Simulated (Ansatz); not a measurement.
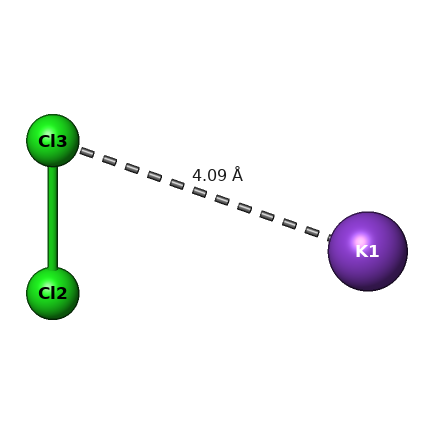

Two molecules or ions; the broken line marks their closest contact (measured against van der Waals radii). Charge +1, singlet. Geometry: a pair of rigid molecules at a changed separation. Program: Ansatz 0.2.0.

### Which two species are they?

K and Cl2 (`ClCl.[K+]`).

Give the counterpoise-corrected interaction energy (kJ/mol, monomers kept as in the pair) with RHF-CCSD(T) (frozen core)/def2-TZVPPD; ωB97M-V/def2-TZVPPD.

```json
{"level": "RHF-CCSD(T) (frozen core)/def2-TZVPPD", "interaction energy (kJ/mol)": "−15.4"}
{"level": "ωB97M-V/def2-TZVPPD", "interaction energy (kJ/mol)": "−16.4"}
```
